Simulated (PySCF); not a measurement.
# C$_{6}$H$_{7}$B, SMILES `Bc1ccccc1`: electronic structure

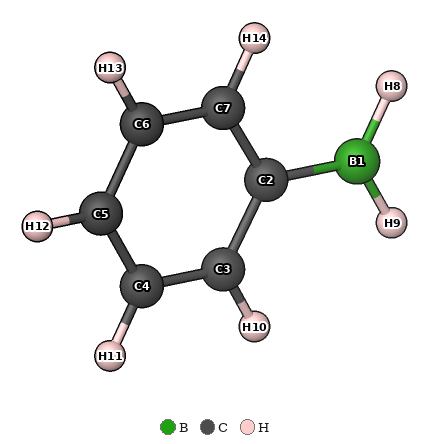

The molecule, with its atoms numbered as below. No frequency check shows the geometry to be a minimum.

Coordinates in Å:

```
B1      -2.5586    0.0001    0.0000
C2      -1.0144   -0.0000    0.0000
C3      -0.2802    1.1951    0.0000
C4       1.1014    1.1987    0.0000
C5       1.7971    0.0000    0.0000
C6       1.1013   -1.1988    0.0000
C7      -0.2802   -1.1951    0.0000
H8      -3.1455   -1.0116    0.0000
H9      -3.1454    1.0117    0.0000
H10     -0.8135    2.1351    0.0000
H11      1.6420    2.1347    0.0000
H12      2.8778   -0.0000    0.0000
H13      1.6419   -2.1347    0.0000
H14     -0.8136   -2.1351    0.0000
```

### 1. Excited states

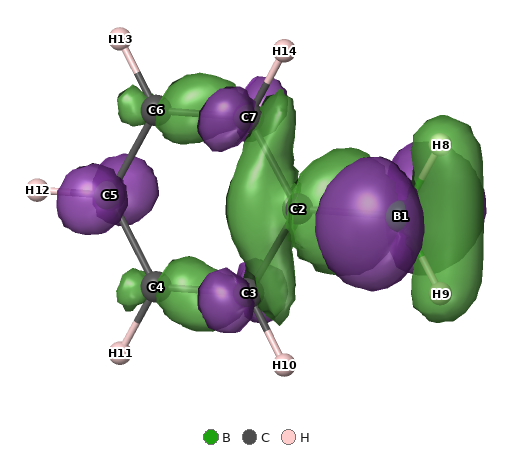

Unrelaxed difference density of S₃ less the ground state (TDA singlet states), ±0.03 e/Å³; purple: gain, green: loss.

Level of theory: CAM-B3LYP/def2-SVP (PySCF), at a geometry from GFN2-xTB. Without diffuse functions Rydberg states are missing, so the states' numbers hold for this basis only.

Question: How does the charge move on excitation?

Answer: 0.71 e is displaced in all, of which about 0.3 e passes between atoms: C2 (0.20 e) loses electrons and B1 (0.19 e) and C5 (0.07 e) gain them. The state: 5.71 eV (217 nm), f = 0.000 (very weak); the leading pair carries 99 %; hole on C2 (30 %), B1 (26 %) and C3 and C7 (7 % each), electron on B1 (46 %), C2 (10 %) and C3, C5 and C7 (8 % each); their centroids lie 0.1 Å apart; S₄ lies within 0.1 eV of it.

### 2. In an electric field

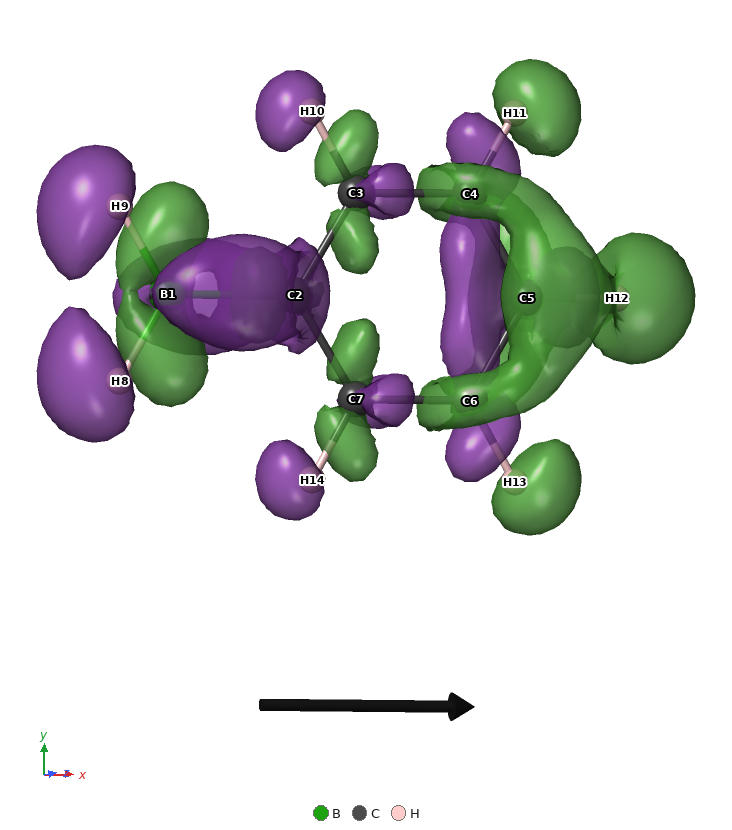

Change of the electron density in a uniform field of 0.10 V/Å along +x (arrow), surfaces at ±0.001 e/Å³ (purple: gain, green: loss).

PySCF calculation, TPSS/def2-SVPD, gas phase; geometry: GFN2-xTB.

The field was applied in both directions; the picture shows the one opposite to the script's first.

Question: What dipole is induced, and what polarisability does it imply?

Answer: The induced dipole is 0.59 D (along the field); α along this axis, from the fields in both directions, is 115 bohr³ (17.1 Å³).

### 3. Magnetic shielding

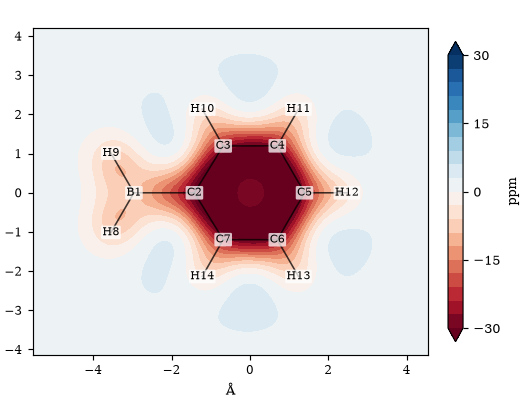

NICSzz (the component normal to the ring) 1.0 Å above the plane of the 6-membered ring C2/C3/C4/C5/C6/C7; GIAO shieldings; atoms are projected onto the map; negative values mean shielding.

Level of theory: CAM-B3LYP/cc-pVDZ (PySCF), at a geometry from GFN2-xTB. This is a single-reference result, which may miss multireference character in this system.

Question: What does the map say about the ring?

Answer: It is strongly diatropic (aromatic): NICS(0) = −7.5, NICS(1) = −10.8, NICS(1)zz = −28.3 ppm.
